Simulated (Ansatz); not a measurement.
**Single-point calculation, with input and output: AlSiH5ClF**

The run: single-point calculation of AlSiH5ClF. Method and program: RKS PBE0-D4/def2-TZVPP (Ansatz 0.2.0).

The geometry is the product side of a reaction. The reaction was set up to form Al1–Cl6 and F2–Si5 and to break Al1–F2 and Si5–Cl6 (atoms counted from 1 in the order of the input); sticks are drawn by distance alone. The geometry comes from this level: PBE0-D4/def2-TZVP.

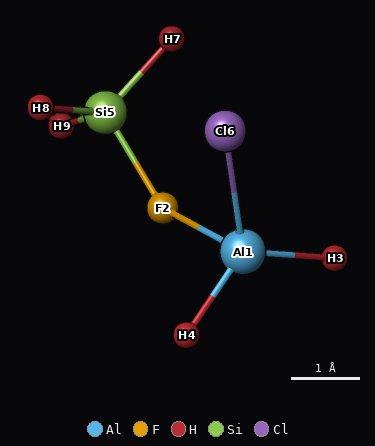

Figure 1. The structure as given in the input (ball-and-stick view, seen at a tilt; atoms are numbered from 1 in the order of the input). Sticks mark near contacts. Bond lengths as drawn: Al–Cl 2.15 Å, Al–F 2.00 Å, Al–H 1.58 Å, F–Si 1.67 Å and H–Si 1.47 to 1.48 Å.

**Input**
```yaml
crystal:
  periodic: [false, false, false]
  atoms:
    - {symbol: Al, position_ang: [-1.552931, -0.505986, -0.719011]}
    - {symbol: F, position_ang: [-0.146267, 0.794789, -0.137394]}
    - {symbol: H, position_ang: [-1.512420, -0.257233, -2.277388]}
    - {symbol: H, position_ang: [-2.734396, -0.054909, 0.225914]}
    - {symbol: Si, position_ang: [1.328618, 0.568579, 0.604336]}
    - {symbol: Cl, position_ang: [-0.428613, -2.200225, -0.033418]}
    - {symbol: H, position_ang: [2.153142, -0.238648, -0.309255]}
    - {symbol: H, position_ang: [1.065150, -0.059215, 1.909147]}
    - {symbol: H, position_ang: [1.827716, 1.952648, 0.737171]}
basis:
  gaussian: {orbitals: def2-TZVPP}
hamiltonian: {xc: pbe0, dispersion: d4}
output: {orbitals: {seedname: orbitals}}
```

Run on 4 threads of Arm Neoverse V1, 23 GiB of memory available, shared host.

Command:
```bash
ansatz run in.yaml --threads 4 --pin off --events-out ev --progress --plain --max-ram 9574MiB
```

**Log**
```
Functional definition: PBE0
  name "PBE0"
  cite "Adamo & Barone, J. Chem. Phys. 110, 6158 (1999) doi:10.1063/1.478522"
  cite "Perdew, Burke & Ernzerhof, Phys. Rev. Lett. 77, 3865 (1996) doi:10.1103/PhysRevLett.77.3865"
  parent pbe
  parameter a = 0.25
  parameter kappa = 0.804
  parameter beta = 0.06672455060314922
  exchange = (1 - a)*pbe_x(kappa = kappa, mu = beta*pi^2/3) + a*exact_x
  correlation = pbe_c(beta = beta)
1367 factors; their error is unknown
mean field evaluation 1: about -29786.1225 eV, gradient 2.8e1 eV
mean field evaluation 2: about -29785.8407 eV, gradient 3.5e1 eV
mean field evaluation 4: about -29787.4014 eV, gradient 1.4e0 eV
mean field evaluation 8: about -29787.4724 eV, gradient 1.8e-1 eV
mean field -29787.47239748 eV, -1094.6694199335 hartree, gradient 8.4e-5 eV, S^2 0.000000; 0 other end points of the search recorded, 0 dependent functions left out
reference -29787.47243521 eV, -1094.6694213200 hartree; 29, 29 occupied and 198, 198 virtual orbitals, 1367 factors
Total energy: -29787.64317381 eV, -1094.6756958477 hartree
```

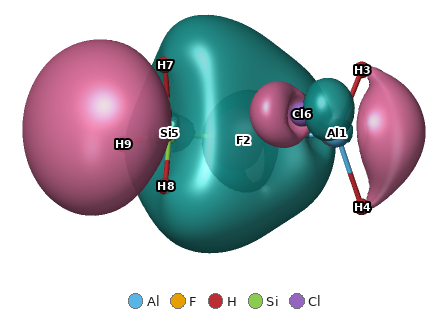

Figure 2. One frontier orbital at ±0.06 Å⁻³ᐟ² (teal and pink are the two phases), seen from the side. The LUMO, at −1.18 eV. It lies mainly on Si5 (60 %), Al1 (10 %) and F2 (10 %).

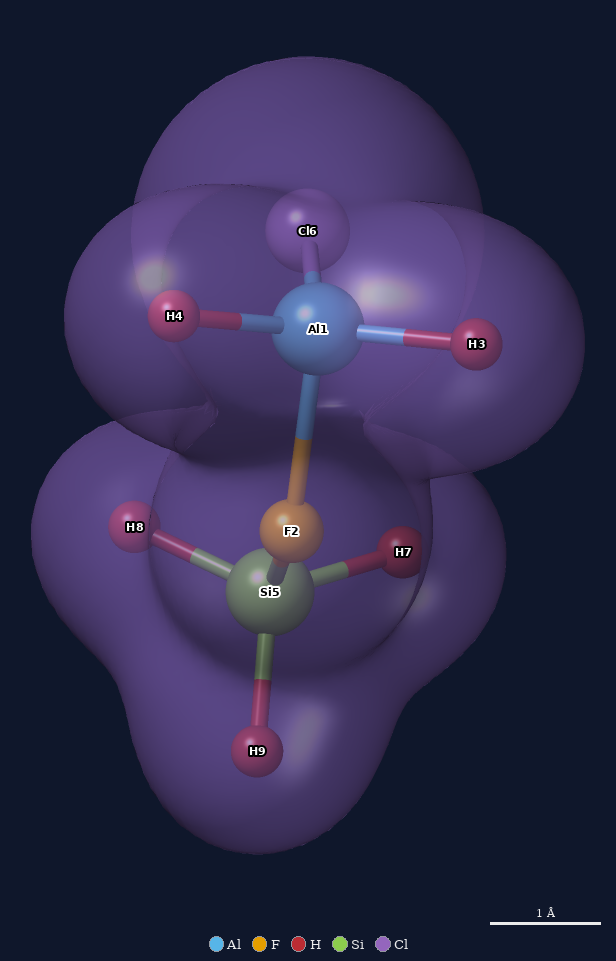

Figure 3. Isosurface of the electron density at 0.05 e/Å³ (purple), seen at an oblique angle. At this value the surface is in one piece. On the grid the lowest density along these lines, outside the cores, is 0.82 e/Å³ (Si–F, 1.67 Å), 0.26 e/Å³ (Al–F, 2.00 Å), 0.47 e/Å³ (Al–Cl, 2.15 Å) and 0.85 e/Å³ (Si–H, 1.47 Å).

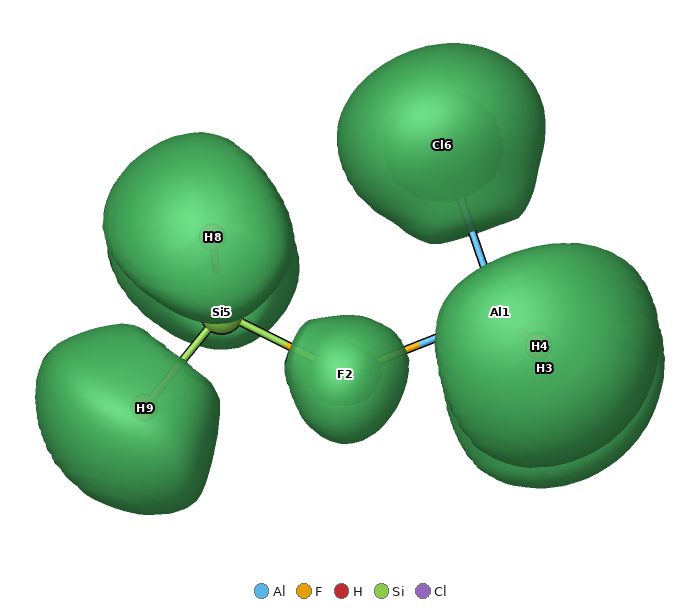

Figure 4. Isosurface of the electron localisation function at 0.75 (green), seen face on. Only the valence region is drawn (cores and ρ < 0.01 e/Å³ removed). Along the contacts the grid gives the following. Si–F (1.67 Å): the ELF peaks at about 0.85 between the atoms.

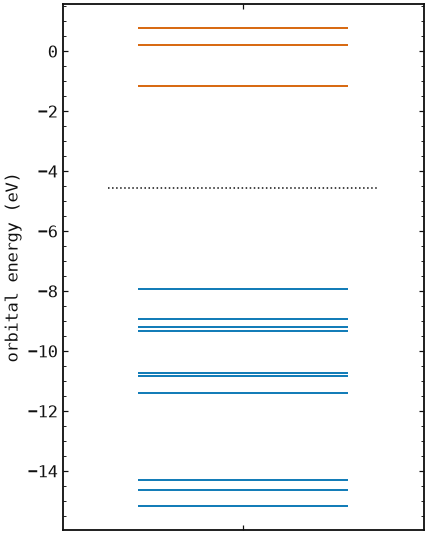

Figure 5. Orbital energies near the frontier; the dotted line parts filled from empty levels, and levels within 0.02 eV of each other stand side by side. Highest filled −7.92 eV, lowest empty −1.18 eV, 6.74 eV apart.

**Key numbers**

| quantity | value |
| --- | --- |
| outcome | converged |
| total energy | −29787.6432 eV |
| mean-field energy | −29787.4724 eV |
| dispersion energy | −0.1707 eV |
| SCF solution under orbital rotations | stable |
| HOMO | −7.92 eV |
| LUMO | −1.18 eV |
| wall time | 3.1 s (CPU time 11 s) |
| peak memory | 0.57 GiB |
